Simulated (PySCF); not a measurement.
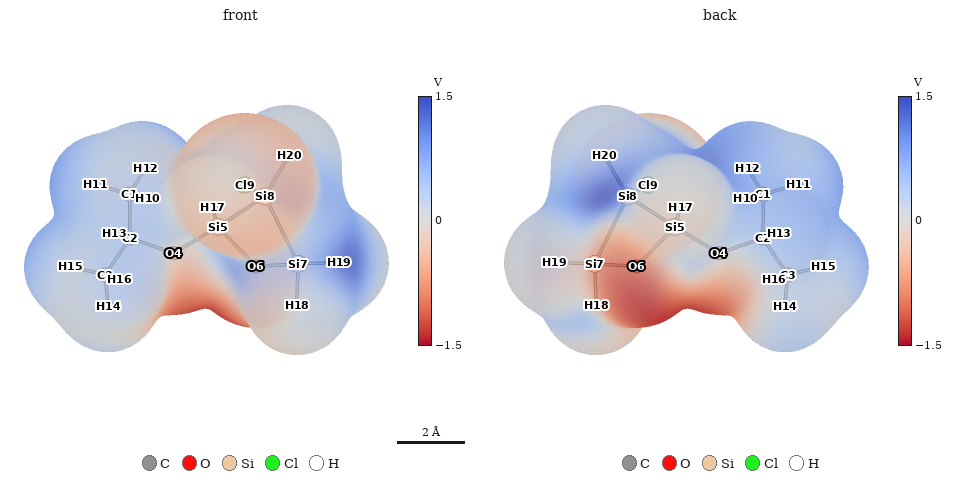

*C3H11ClO2Si3. The molecular electrostatic potential painted on the density surface at 0.001 e/bohr³, seen from the front and from behind; the colour scale runs from red (negative) to blue (positive).*

Geometry: GFN2-xTB.

The calculation used PySCF, PBE0/pcSseg-1, SCF density, gas phase, non-relativistic.

```xyz
20

C    -1.8495    0.4148   -0.9868
C    -1.6122   -0.7360   -0.0165
C    -2.4351   -0.5654    1.2569
O    -0.2627   -0.8266    0.3546
Si    1.0802   -0.7419   -0.5237
O     2.2930   -1.0515    0.5506
Si    3.3056    0.2215    0.8721
Si    2.0971    1.3332   -0.8101
Cl    1.1028    3.0881   -0.4858
H    -1.5010    1.3451   -0.5454
H    -2.9097    0.5017   -1.2081
H    -1.3063    0.2446   -1.9131
H    -1.8869   -1.6819   -0.5071
H    -2.1875   -1.3537    1.9625
H    -3.4962   -0.6121    1.0291
H    -2.2085    0.3939    1.7151
H     1.1528   -1.7889   -1.5400
H     3.1681    0.5238    2.2958
H     4.6476   -0.2764    0.5780
H     2.8031    1.5785   -2.0811
```

Which sites attract a positive test charge, and which a negative one?

Answer. A positive charge is drawn to the negative regions and a negative charge to the positive ones. The most negative region (about −1.3 V) lies over O6, the most positive (about +1.2 V) over Si5, Si7 and Si8. O6 is the likeliest acceptor of a hydrogen bond.
